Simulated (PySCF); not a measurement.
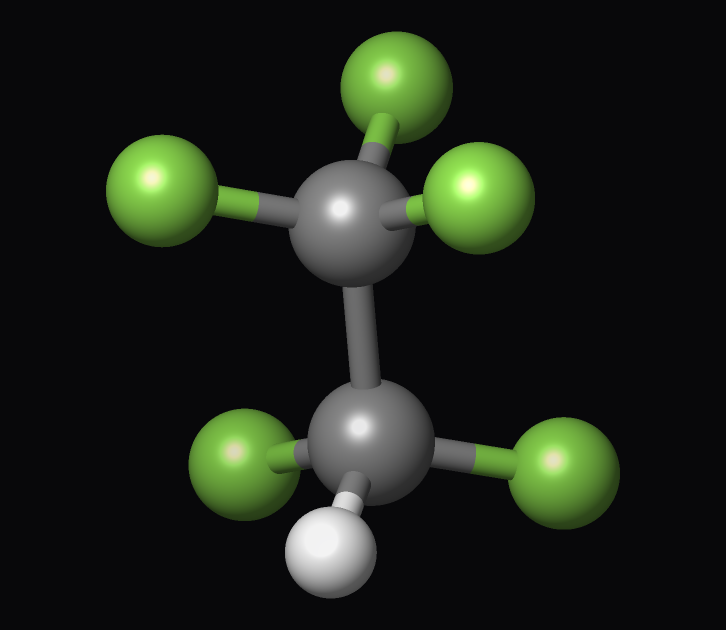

A ball-and-stick model of a molecule. Colours: fluorine green, carbon grey, hydrogen white.

The computed structure is the end point of a PBE0-D3(BJ)/def2-SVP optimisation. No frequency run is at hand to confirm it as a minimum.

Give the formula.

C₂HF₅, 8 atoms: 2 carbon, 1 hydrogen and 5 fluorine.

How many bonds of each kind are drawn?

5 C–F, 1 C–C, 1 C–H.

More results for the same structure follow; atom numbers are the same in all pictures, views and colours differ.

## Geometry

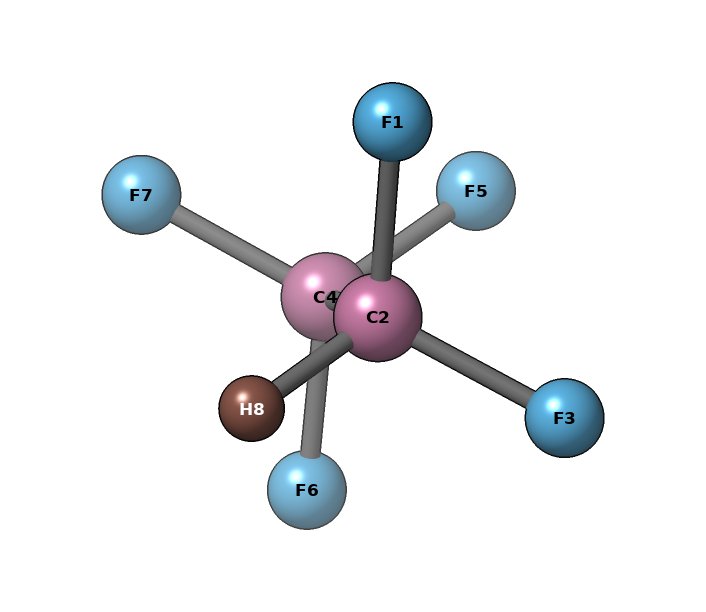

C4 lies behind C2. The molecule seen a little off the C2–C4 bond, C2 in front. Depth is shown by fading: the farther an atom, the more it takes the colour of the background. No frequency run is at hand to confirm it as a minimum.

What is the torsion angle F1–C2–C4–F5? The sign is positive where the front bond must turn clockwise to cover the back bond.

60°, synclinal (gauche). The bonds about C2–C4 are staggered.

## Levels of theory compared

No frequency run is at hand to confirm it as a minimum. Program: PySCF 2.14.0.

Compare HOMO energy (eV), HOMO–LUMO gap (eV) at these levels: B3LYP/def2-SVPD; HF/def2-SVPD; LDA/def2-SVPD; PBE/def2-SVPD; PBE0/def2-SVPD; PBE0/pcSseg-0.

```csv
level,HOMO energy (eV),HOMO–LUMO gap (eV)
B3LYP/def2-SVPD,−10.48,10.70
HF/def2-SVPD,−15.39,17.82
LDA/def2-SVPD,−9.00,8.74
PBE/def2-SVPD,−8.82,8.64
PBE0/def2-SVPD,−10.68,11.25
PBE0/pcSseg-0,−10.49,12.37
```

## Polarisability

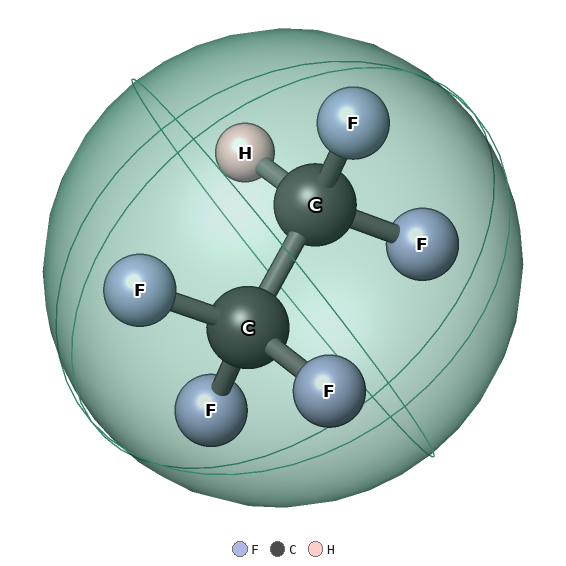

The ellipsoid shows the static dipole polarisability: its half-axes are proportional to the principal values. No frequency run is at hand to confirm it as a minimum. Level of theory: B3LYP/def2-SVPD (PySCF 2.14.0).

Give the principal values, the mean and the anisotropy.

Principal values 30.4, 31.4, 31.6 bohr³; mean 31.1 bohr³ (4.62 Å³); anisotropy 1.2 bohr³, so the longest axis is 1.04 times the shortest.

## Excitation

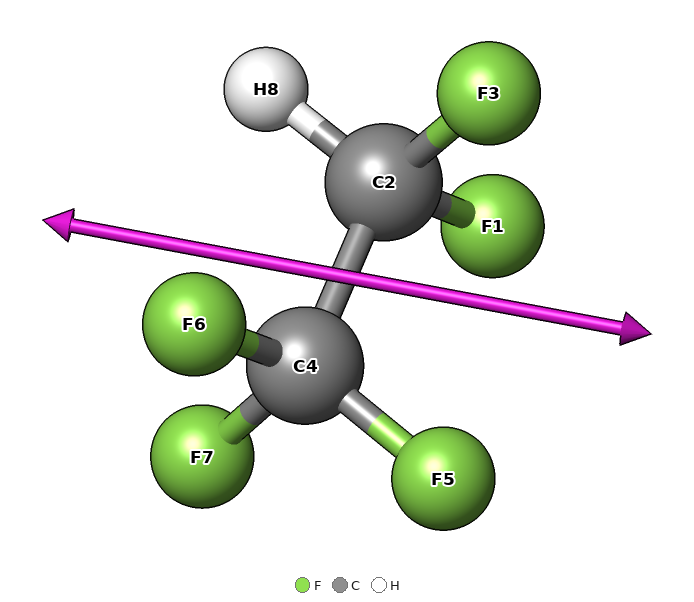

The double arrow shows the direction of the transition dipole to excited singlet state 4 (its length means nothing). No frequency run is at hand to confirm it as a minimum. Properties computed with TDDFT LDA/def2-SVPD, vertical, gas phase, core orbitals frozen in the response (PySCF 2.14.0).

Where does the transition lie, and how strong is it?

10.05 eV (123 nm), oscillator strength 0.037, mainly HOMO → LUMO+3 (weight 0.98); transition dipole 0.99 D.

## Charges

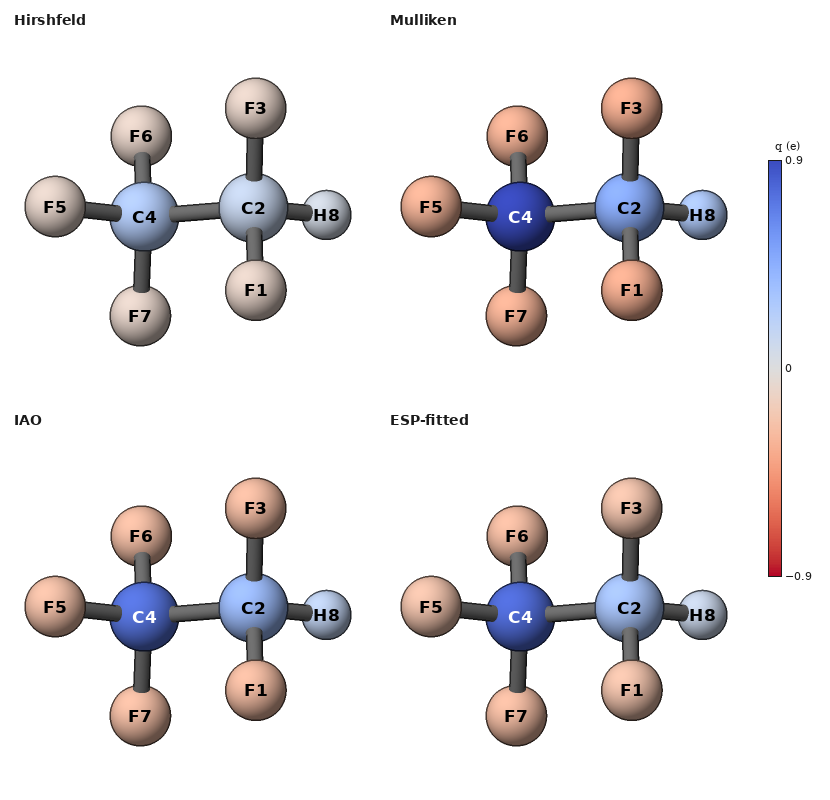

Atomic charges of one calculation by 4 schemes, on one colour scale. No frequency run is at hand to confirm it as a minimum. Method: PBE0/pcSseg-0 (PySCF 2.14.0).

Which scheme gives the most polar picture (largest mean size of the charges)?

The Mulliken charges are the largest in size here, and the Hirshfeld charges the smallest.

On which atom do the schemes disagree most?

On C4 (from 0.24 to 0.90 e).

List the charges (e), one line for each set of equivalent atoms.

```json
{"atom": "F1, F3", "Hirshfeld": "−0.09", "Mulliken": "−0.34", "IAO": "−0.25", "ESP-fitted": "−0.21"}
{"atom": "C2", "Hirshfeld": "0.13", "Mulliken": "0.45", "IAO": "0.35", "ESP-fitted": "0.30"}
{"atom": "C4", "Hirshfeld": "0.24", "Mulliken": "0.90", "IAO": "0.72", "ESP-fitted": "0.75"}
{"atom": "F5", "Hirshfeld": "−0.08", "Mulliken": "−0.31", "IAO": "−0.24", "ESP-fitted": "−0.22"}
{"atom": "F6, F7", "Hirshfeld": "−0.09", "Mulliken": "−0.32", "IAO": "−0.25", "ESP-fitted": "−0.26"}
{"atom": "H8", "Hirshfeld": "0.06", "Mulliken": "0.26", "IAO": "0.17", "ESP-fitted": "0.11"}
```

Mulliken values depend strongly on the basis set and can even reverse the polarity of a bond.
